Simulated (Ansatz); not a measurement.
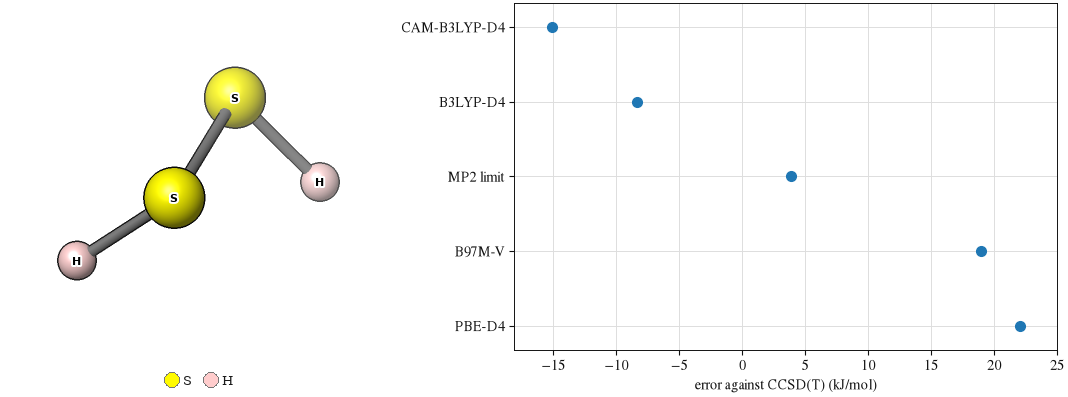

Error in the electronic atomisation energy (method less reference, so positive means overbinding) of H₂S₂, SMILES SS: functionals in def2-TZVPP against frozen-core CCSD(T) at the limit (scheme: direct), which gives 1015.4 kJ/mol, at a PBE0-D4/def2-TZVP geometry (a minimum by its frequencies), no zero-point or spin-orbit term, the Ansatz code. The reference leaves out core correlation, a term that grows with the number of heavy atoms. Limit means the basis limit.

Q: Which of these levels overbind, and which underbind?

A: Overbind: B97M-V and PBE-D4. Underbind: CAM-B3LYP-D4. Within 10 kJ/mol of zero, too close to call in view of what the reference leaves out: B3LYP-D4 and MP2 limit.

Q: What range do the values span?

A: From −15.1 kJ/mol (CAM-B3LYP-D4) to 22.0 kJ/mol (PBE-D4).
